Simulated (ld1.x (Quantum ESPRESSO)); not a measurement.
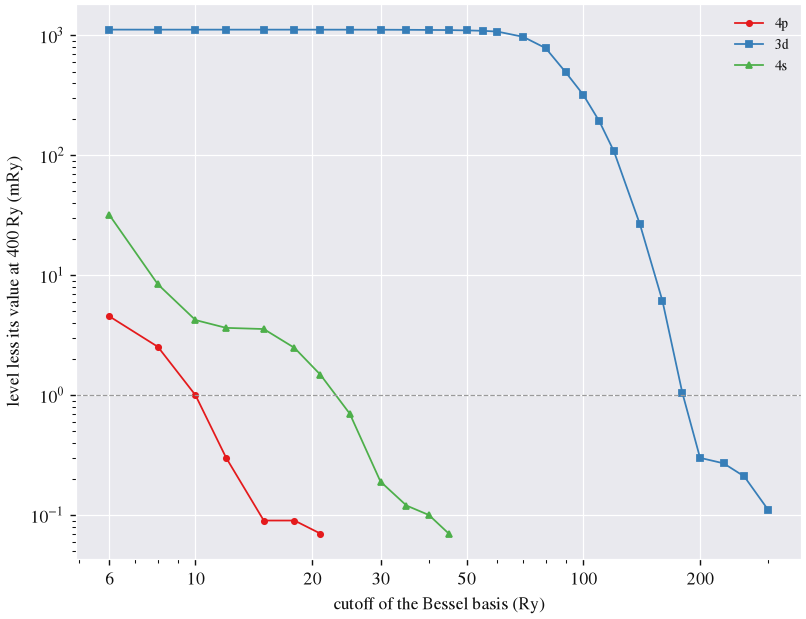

The pseudo-atom Hamiltonian at the reference potential is diagonalised in spherical Bessel functions (20 bohr box) up to the cutoff. Curves: distance of each valence level from its value at 400 Ry.

Input of ld1.x (Quantum ESPRESSO) 7.5:

```
 &input
   title='Ni', zed=28., rel=1, dft='PBE', iswitch=3,
   config='[Ar] 3d8 4s1 4p0',
   nld=3, rlderiv=2.70, eminld=-3.0, emaxld=5.0, deld=0.02
 /
 &inputp
   pseudotype=2, tm=.true., lloc=0,
   nlcc=.false.,
   file_pseudopw='Ni.UPF', file_wfcaegen='ae.wfc', file_wfcncgen='nc.wfc', file_beta='beta', file_chi='chi'
 /
3
4P  2  1   0.00   0.00  2.50  2.50  0.0
3D  3  2   8.00   0.00  1.10  1.10  0.0
4S  1  0   1.00   0.00  2.05  2.05  0.0
 &test
   configts(1)='3d8 4s1 4p0'
 /
```

Command:
```bash
ld1.x < Ni.in > Ni.out
```

Functional and relativity: PBE, scalar-relativistic.

Which occupied shell is the hardest?

3d: its level needs 200 Ry to come within 1 mRy, against 25 Ry for 4s.

At which cutoff does each level come within 1 mRy for good?

4p: 12 Ry; 3d: 200 Ry; 4s: 25 Ry.

From which cutoff is the occupation-weighted sum of levels good to 10 mRy, and to 1 mRy?

180 Ry and 300 Ry, on the ladder of cutoffs that was run.
